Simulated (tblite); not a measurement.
**Run report: C$_{2}$H$_{14}$N$_{2}$Si$_{3}$, geometry relaxation (part 1 of 2)**

System: C$_{2}$H$_{14}$N$_{2}$Si$_{3}$, SMILES C[C@H]([SiH3])[SiH2][SiH](N)N.
Method: GFN2-xTB geometry optimisation, gas phase (tblite 0.8.0).

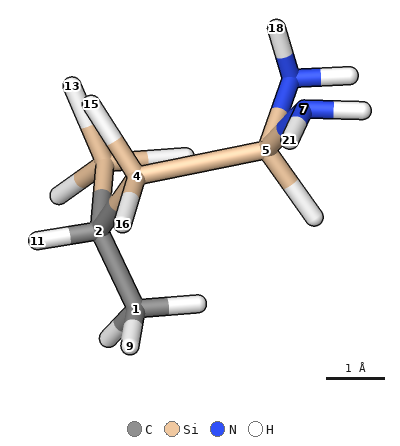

*The starting structure (stick view, seen at a tilt; atoms are numbered from 1 in the order of the input).*

Bond lengths as drawn: C–C 1.53 Å, C–H 1.09 to 1.11 Å, C–Si 1.87 to 1.88 Å, H–N 1.01 to 1.02 Å, H–Si 1.47 to 1.50 Å, N–Si 1.69 Å and Si–Si 2.31 Å.

Key numbers:

```csv
quantity,value
outcome,converged
total energy,−611.1676 eV
hardware,"1 CPU thread, shared host"
wall time,1.6 s
peak memory,0.21 GiB
```

Input file:
```
{"job": {"xc": "GFN2-xTB", "basis": "xTB", "kind": "relax"}, "charge": 0, "multiplicity": 1}
C     -1.940700    -1.289400    -0.977400
C     -1.684800    -0.653300     0.385400
Si    -2.090100     1.163600     0.517600
Si     0.078800    -0.818300     1.013600
Si     1.671700     0.132100    -0.356400
N      1.758500     1.813900    -0.292500
N      3.277300    -0.131600     0.085700
H     -1.361800    -0.805200    -1.770700
H     -1.693300    -2.357000    -0.976100
H     -3.012500    -1.199200    -1.242500
H     -2.322600    -1.179700     1.117200
H     -3.569800     1.318200     0.347100
H     -1.742000     1.743200     1.844500
H     -1.452800     1.917000    -0.593200
H      0.193700    -0.299800     2.416300
H      0.382000    -2.280500     1.121100
H      1.555700    -0.268200    -1.770300
H      2.230700     2.046800     0.583000
H      2.383500     2.156200    -1.013100
H      3.897200     0.132900    -0.668900
H      3.432400    -1.124900     0.229300
```

The first line tells a small driver script what to run in tblite; the rest is the geometry in Å.

Command:
```bash
OMP_NUM_THREADS=1 python <driver script> task.json out
```

Log:
```
step      E/eV     max force
  0    -610.44853    2.678
  1    -610.64416    1.462
  2    -610.70815    0.784
  3    -610.78030    0.623
  4    -610.83461    0.623
  5    -610.90213    0.512
  6    -610.94864    0.451
  7    -610.98220    0.400
  8    -611.00640    0.363
  9    -611.02876    0.421
 10    -611.04741    0.349
 11    -611.06110    0.276
 12    -611.07101    0.224
 13    -611.08078    0.262
 14    -611.09009    0.251
 15    -611.09808    0.211
 16    -611.10507    0.164
 17    -611.11172    0.169
 18    -611.11829    0.181
 19    -611.12426    0.186
 20    -611.12908    0.161
 21    -611.13307    0.128
 22    -611.13674    0.156
 23    -611.14011    0.146
 24    -611.14347    0.189
 25    -611.14697    0.180
 26    -611.15021    0.112
 27    -611.15247    0.113
 28    -611.15374    0.092
 29    -611.15447    0.065
 30    -611.15523    0.074
 31    -611.15612    0.091
 32    -611.15687    0.073
 33    -611.15734    0.063
 34    -611.15766    0.044
 35    -611.15800    0.047
 36    -611.15840    0.051
 37    -611.15877    0.043
 38    -611.15907    0.043
 39    -611.15936    0.046
 40    -611.15973    0.054
 41    -611.16023    0.062
 42    -611.16070    0.046
 43    -611.16101    0.038
 44    -611.16101    0.038
 45    -611.16112    0.036
 46    -611.16139    0.027
 47    -611.16147    0.027
 48    -611.16168    0.029
 49    -611.16177    0.028
 50    -611.16189    0.026
 51    -611.16201    0.031
 52    -611.16216    0.028
 53    -611.16231    0.030
 54    -611.16245    0.033
 55    -611.16261    0.031
 56    -611.16278    0.034
 57    -611.16296    0.042
 58    -611.16315    0.042
 59    -611.16336    0.042
 60    -611.16361    0.038
 61    -611.16386    0.033
 62    -611.16406    0.032
 63    -611.16419    0.027
 64    -611.16430    0.024
 65    -611.16442    0.026
 66    -611.16453    0.024
 67    -611.16461    0.023
 68    -611.16468    0.019
 69    -611.16475    0.021
 70    -611.16482    0.020
 71    -611.16489    0.023
 72    -611.16495    0.019
 73    -611.16500    0.016
 74    -611.16506    0.022
 75    -611.16512    0.021
 76    -611.16516    0.017
 77    -611.16519    0.012
 78    -611.16521    0.012
 79    -611.16523    0.013
 80    -611.16526    0.014
 81    -611.16530    0.014
 82    -611.16534    0.011
 83    -611.16536    0.008
 84    -611.16538    0.008
 85    -611.16539    0.009
 86    -611.16540    0.010
 87    -611.16542    0.011
 88    -611.16544    0.010
 89    -611.16545    0.008
 90    -611.16547    0.009
 91    -611.16548    0.007
 92    -611.16549    0.007
 93    -611.16550    0.007
 94    -611.16551    0.007
 95    -611.16551    0.004
 96    -611.16552    0.005
 97    -611.16552    0.007
 98    -611.16553    0.009
 99    -611.16554    0.009
100    -611.16555    0.006
101    -611.16555    0.005
102    -611.16556    0.005
103    -611.16557    0.008
104    -611.16558    0.008
105    -611.16558    0.006
106    -611.16559    0.006
107    -611.16560    0.006
108    -611.16561    0.009
109    -611.16561    0.009
110    -611.16562    0.008
111    -611.16564    0.010
112    -611.16565    0.012
113    -611.16566    0.008
114    -611.16567    0.008
115    -611.16568    0.008
116    -611.16570    0.012
117    -611.16571    0.014
118    -611.16573    0.011
119    -611.16574    0.011
120    -611.16576    0.012
121    -611.16578    0.010
122    -611.16580    0.011
123    -611.16582    0.008
124    -611.16583    0.008
125    -611.16585    0.011
126    -611.16587    0.012
127    -611.16590    0.011
128    -611.16592    0.008
129    -611.16593    0.008
130    -611.16593    0.006
131    -611.16594    0.006
132    -611.16595    0.005
133    -611.16595    0.004
134    -611.16596    0.005
135    -611.16596    0.006
136    -611.16597    0.008
137    -611.16598    0.008
138    -611.16599    0.009
139    -611.16601    0.008
140    -611.16602    0.007
141    -611.16603    0.008
142    -611.16604    0.010
143    -611.16606    0.011
144    -611.16608    0.013
145    -611.16611    0.014
146    -611.16614    0.016
147    -611.16618    0.012
148    -611.16621    0.013
149    -611.16623    0.012
150    -611.16627    0.018
151    -611.16633    0.022
152    -611.16640    0.022
153    -611.16645    0.015
154    -611.16648    0.011
155    -611.16649    0.011
156    -611.16651    0.011
157    -611.16653    0.014
158    -611.16656    0.013
159    -611.16658    0.015
160    -611.16660    0.011
161    -611.16662    0.010
162    -611.16664    0.009
163    -611.16665    0.010
164    -611.16667    0.009
165    -611.16669    0.009
166    -611.16671    0.011
167    -611.16674    0.012
168    -611.16677    0.013
169    -611.16679    0.014
170    -611.16681    0.011
171    -611.16683    0.013
172    -611.16685    0.013
173    -611.16687    0.013
174    -611.16690    0.015
175    -611.16693    0.011
176    -611.16694    0.010
177    -611.16696    0.009
178    -611.16697    0.009
179    -611.16698    0.009
180    -611.16700    0.012
181    -611.16702    0.015
182    -611.16704    0.015
183    -611.16707    0.015
184    -611.16711    0.015
185    -611.16714    0.016
186    -611.16716    0.017
187    -611.16719    0.016
188    -611.16722    0.013
189    -611.16725    0.009
190    -611.16727    0.011
191    -611.16728    0.012
192    -611.16730    0.013
193    -611.16732    0.014
194    -611.16734    0.009
195    -611.16735    0.009
196    -611.16737    0.010
197    -611.16738    0.010
198    -611.16739    0.010
199    -611.16740    0.009
200    -611.16741    0.006
201    -611.16742    0.008
202    -611.16743    0.009
203    -611.16744    0.007
204    -611.16744    0.006
205    -611.16745    0.004
206    -611.16746    0.007
207    -611.16746    0.009
208    -611.16747    0.007
209    -611.16748    0.005
210    -611.16748    0.005
211    -611.16749    0.006
212    -611.16750    0.006
213    -611.16750    0.007
214    -611.16751    0.007
215    -611.16752    0.005
216    -611.16752    0.005
217    -611.16753    0.004
218    -611.16754    0.006
219    -611.16754    0.007
220    -611.16755    0.008
221    -611.16756    0.008
222    -611.16757    0.006
223    -611.16757    0.005
224    -611.16758    0.005
225    -611.16758    0.005
226    -611.16759    0.004
```

Trajectory as extended XYZ (Å, eV, eV/Å), 11 of the 12 frames kept, from step=0 to step=226:
```
21
Properties=species:S:1:pos:R:3:forces:R:3 step=0 energy=-610.44853
C    -1.9407   -1.2894   -0.9774   -0.4060   0.0650  -0.2440
C    -1.6848   -0.6533    0.3854   -0.2250  -0.6410   0.3580
Si   -2.0901    1.1636    0.5176   -0.7890   1.2620  -0.2980
Si    0.0788   -0.8183    1.0136    1.1570  -0.3650   0.3600
Si    1.6717    0.1321   -0.3564   -2.0860  -1.2930  -0.6020
N     1.7585    1.8139   -0.2925    0.0480   2.2210   0.1630
N     3.2773   -0.1316    0.0857    1.8060  -1.9450   0.3590
H    -1.3618   -0.8052   -1.7707   -0.0750  -0.0660   0.2110
H    -1.6933   -2.3570   -0.9761    0.0040   0.2170   0.0430
H    -3.0125   -1.1992   -1.2425    0.5050  -0.0300   0.0850
H    -2.3226   -1.1797    1.1172    0.1140   0.0760  -0.1730
H    -3.5698    1.3182    0.3471    0.3720  -0.0090   0.0710
H    -1.7420    1.7432    1.8445   -0.0640  -0.2310  -0.4040
H    -1.4528    1.9170   -0.5932   -0.0880  -0.2020   0.3620
H     0.1937   -0.2998    2.4163   -0.1630  -0.2070  -0.3800
H     0.3820   -2.2805    1.1211   -0.0770   0.2240   0.0400
H     1.5557   -0.2682   -1.7703   -0.2720   0.0430  -0.2080
H     2.2307    2.0468    0.5830   -0.3590   0.3170  -0.2070
H     2.3835    2.1562   -1.0131   -0.2280   0.3440  -0.0290
H     3.8972    0.1329   -0.6689    0.3310   0.0870   0.2080
H     3.4324   -1.1249    0.2293    0.4950   0.1340   0.2850
21
Properties=species:S:1:pos:R:3:forces:R:3 step=20 energy=-611.12908
C    -1.9007   -1.2509   -0.9330    0.0420   0.0330   0.1000
C    -1.6193   -0.6264    0.4365   -0.0130   0.1220   0.0300
Si   -2.1524    1.2062    0.4856    0.0100  -0.0430  -0.0200
Si    0.2063   -0.8487    0.9949   -0.1560  -0.0050  -0.0390
Si    1.7438    0.1055   -0.4282    0.0140   0.0060   0.0660
N     1.6956    1.8319   -0.3382    0.0390   0.0260   0.0150
N     3.3284   -0.4413    0.0315    0.0230  -0.0720  -0.0210
H    -1.3141   -0.7603   -1.7087   -0.0160  -0.0260   0.0270
H    -1.6496   -2.3117   -0.9327    0.0360   0.0070  -0.0150
H    -2.9551   -1.1626   -1.2011    0.0530   0.0300   0.0310
H    -2.2350   -1.1574    1.1748    0.0570   0.0250  -0.0630
H    -3.6052    1.3278    0.2832    0.0190  -0.0380   0.0200
H    -1.8249    1.7754    1.8020   -0.0240  -0.0230  -0.1140
H    -1.4912    1.9374   -0.5979    0.0180   0.0010   0.0690
H     0.2194   -0.3724    2.3908    0.0650  -0.0030  -0.0080
H     0.3954   -2.3101    1.1066    0.0530  -0.0430  -0.0010
H     1.4271   -0.0716   -1.8576    0.0770  -0.0860  -0.0950
H     1.9099    2.2652    0.5458   -0.0520   0.0100  -0.0030
H     2.1557    2.3454   -1.0733   -0.0230   0.0410   0.0310
H     4.1493   -0.0523   -0.4101   -0.0990   0.0650  -0.0110
H     3.5076   -1.4122    0.2286   -0.1210  -0.0290   0.0010
21
Properties=species:S:1:pos:R:3:forces:R:3 step=41 energy=-611.16023
C    -1.8599   -1.2321   -0.9034    0.0010  -0.0070  -0.0090
C    -1.5965   -0.5990    0.4625   -0.0200   0.0130  -0.0250
Si   -2.1512    1.2199    0.4787   -0.0280   0.0340  -0.0080
Si    0.2240   -0.8480    0.9829    0.0330   0.0070  -0.0070
Si    1.7306    0.1076   -0.4692   -0.0280  -0.0150  -0.0530
N     1.6500    1.8302   -0.3581    0.0100  -0.0280   0.0050
N     3.2776   -0.4913    0.0412   -0.0280   0.0270   0.0030
H    -1.2717   -0.7391   -1.6760   -0.0050  -0.0040   0.0080
H    -1.5937   -2.2896   -0.9012   -0.0030   0.0080   0.0000
H    -2.9115   -1.1531   -1.1822    0.0200   0.0010   0.0150
H    -2.2116   -1.1296    1.1973    0.0100  -0.0030  -0.0010
H    -3.6029    1.2840    0.2440    0.0290   0.0030   0.0090
H    -1.8662    1.8205    1.7858   -0.0110  -0.0140  -0.0140
H    -1.4753    1.9713   -0.5797    0.0050  -0.0160   0.0180
H     0.3234   -0.3949    2.3822    0.0030   0.0170   0.0110
H     0.4255   -2.3113    1.0754   -0.0010  -0.0210  -0.0090
H     1.5138   -0.0922   -1.9218    0.0010   0.0050   0.0490
H     1.7465    2.2510    0.5510   -0.0240   0.0230   0.0130
H     2.1264    2.3980   -1.0400    0.0130  -0.0250   0.0070
H     4.1183   -0.1057   -0.3601    0.0110  -0.0160  -0.0090
H     3.3955   -1.4796    0.1903    0.0160   0.0110  -0.0030
```
